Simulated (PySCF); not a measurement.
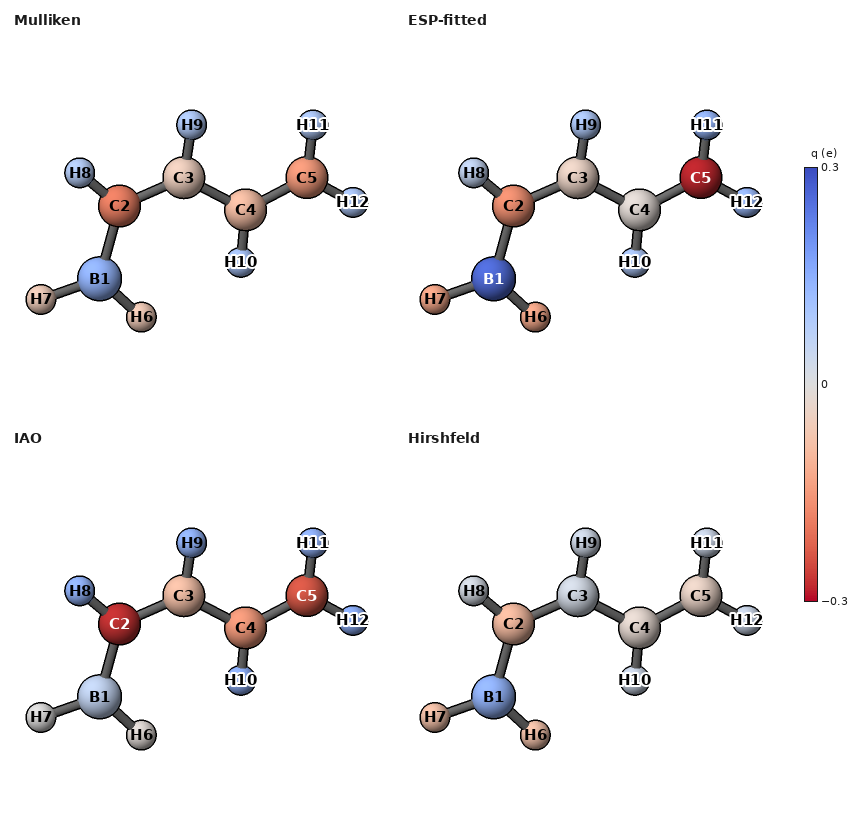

Atomic charges of one calculation by 4 schemes, on one colour scale. Computed geometry: PBE0-D3(BJ)/def2-SVP optimisation. No frequency run is at hand to confirm it as a minimum. Method: PBE0/STO-3G (PySCF 2.14.0).

Question: On which atom do the schemes disagree most?

Answer: On C5 (from −0.28 to −0.04 e).

List the charges (e), one line for each set of equivalent atoms.

| atom | Mulliken | ESP-fitted | IAO | Hirshfeld |
| --- | --- | --- | --- | --- |
| B1 | 0.13 | 0.25 | 0.05 | 0.14 |
| C2 | −0.18 | −0.16 | −0.27 | −0.09 |
| C3 | −0.05 | −0.04 | −0.08 | 0.02 |
| C4 | −0.09 | −0.01 | −0.15 | −0.02 |
| C5 | −0.15 | −0.28 | −0.23 | −0.04 |
| H6 | −0.06 | −0.12 | −0.01 | −0.08 |
| H7 | −0.05 | −0.12 | 0.00 | −0.08 |
| H8 | 0.08 | 0.05 | 0.13 | 0.02 |
| H9 | 0.09 | 0.09 | 0.14 | 0.03 |
| H10 | 0.10 | 0.09 | 0.14 | 0.03 |
| H11 | 0.09 | 0.13 | 0.14 | 0.03 |
| H12 | 0.09 | 0.12 | 0.14 | 0.03 |
